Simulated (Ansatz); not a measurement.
Base system: AlN in the wurtzite structure (space group P6_3mc, No. 186; a = 3.107 Å, c = 4.978 Å). Axes: x lies along a and z along c of the hexagonal cell.

Modification: the symmetric strain tensor [0.0002 0.0106 0.0067; 0.0106 -0.0368 -0.0069; 0.0067 -0.0069 -0.0079], atoms relaxed at fixed cell.

The values are results of r2SCAN, PAW, 500 eV (Ansatz, an electronic-structure program; no SOC), earlier PAW set, not measurements.

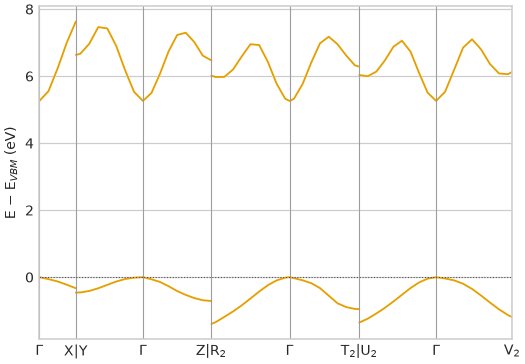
Figure: Highest valence and lowest conduction band along the path of the changed cell's own zone

The gap is 5.26 eV, direct at Γ; the base has 4.87 eV.

No phonon test of stability was made. k-point labels follow each cell's own Brillouin zone.
